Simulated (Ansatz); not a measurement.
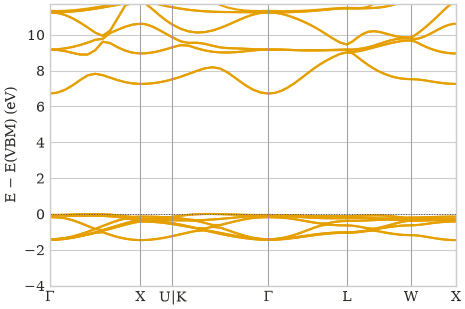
Figure. Band structure from the program Ansatz at the PBE with spin–orbit coupling level (PAW)

Read off the gap and where the band edges lie.

About 6.7 eV (6.72 eV by a search for the band edges); maximum on the K–Γ line, 39 % of the way from K, minimum at Γ.

The material is BaF₂ (fluorite, space group No. 225).

Space group Fm-3m (fluorite). The cell was relaxed with PBE under the symmetry of its start.

Potentials: the later of the program's two PAW sets.
